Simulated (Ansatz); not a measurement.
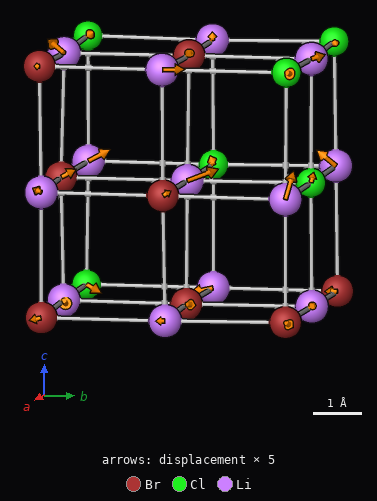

This is a relaxation of solid Br20Cl12Li32 (a generated structure, set up in P1). The starting structure is drawn; orange arrows show the displacements (the part carried along by the change of the cell is left out), magnified 5 times.

Style: ball-and-stick. Shown: the atoms within 5.0 Å of the atom that moves most (axes of the cell of the calculation), slightly off an axis.

Level of theory: DFT, PBEsol, PAW, plane waves (Ansatz). Settings: plane-wave cutoff 420 eV; k-point mesh 1 × 1 × 1; mesh shifted by (0.25, 0.25, 0.25); no spin polarisation; cell relaxed at fixed shape; force threshold 0.03 eV/Å; at most 80 steps.

Atoms of which element are displaced furthest, and by how much?

Lithium: up to 0.15 Å, against 0.08 Å for chlorine.

What did the optimiser do to the structure, and how much energy did it gain?

Over 3 geometry steps the energy falls by 6.8 meV per atom. The largest force component goes from 0.28 to 0.015 eV/Å. Pressure: 0.29 GPa at the start and −0.01 GPa at the end. A Li atom moves most relative to the cell: 0.15 Å along [−2 3 1]. Largest moves by element: Li 0.15 Å, Cl 0.08 Å, Br 0.08 Å. The volume changes by +0.6 %, with a = b = c 10.560 → 10.582 Å (+0.2 %). Among the contacts that change: Cl–Li 2.705 → 2.543 Å, Br–Li 2.594 → 2.746 Å, Br–Li 2.630 → 2.757 Å, Cl–Li 2.678 → 2.554 Å. Bond angles that change, for instance: Cl–Li–Cl 89.4° → 93.9°, Br–Li–Br 178.5° → 175.1°, Br–Li–Br 90.0° → 86.9°. The space group stays P1 (No. 1).
